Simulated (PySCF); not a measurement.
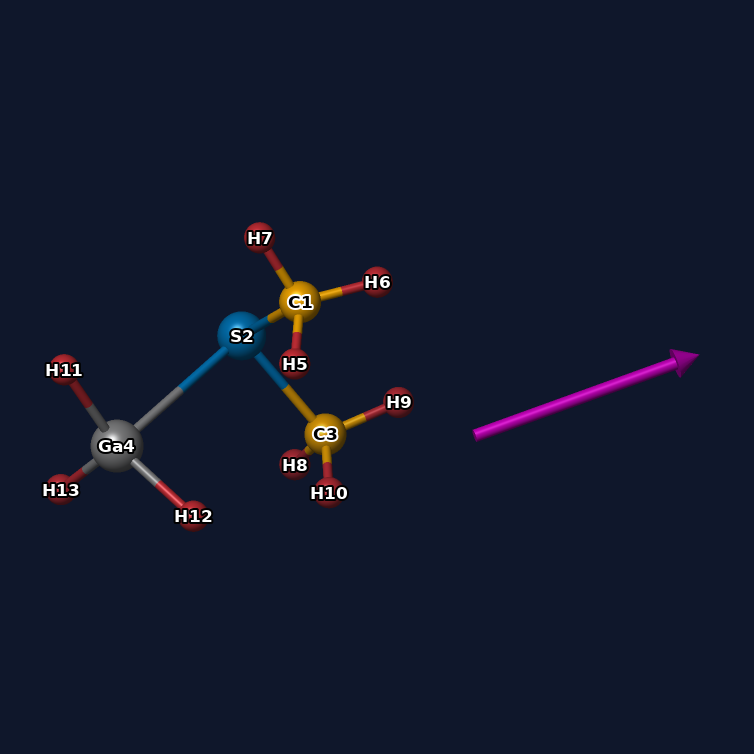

The arrow beside the molecule shows the direction of the dipole moment, from the negative to the positive end (its length means nothing). The geometry was computed by an optimisation with GFN2-xTB. No frequency run is at hand to confirm it as a minimum. Level of theory: CAM-B3LYP/def2-SVPD, gas phase (PySCF 2.14.0).

Question: Estimate the dipole moment.

Answer: 4.42 D; it points from the side of H13 to the side of H6, H9 (the outermost atoms at the two ends).

The geometry is semi-empirical. Around Ga such bond lengths and angles can be off by a tenth of an ångström or more and by several degrees, and values that hang on the shape move with them.
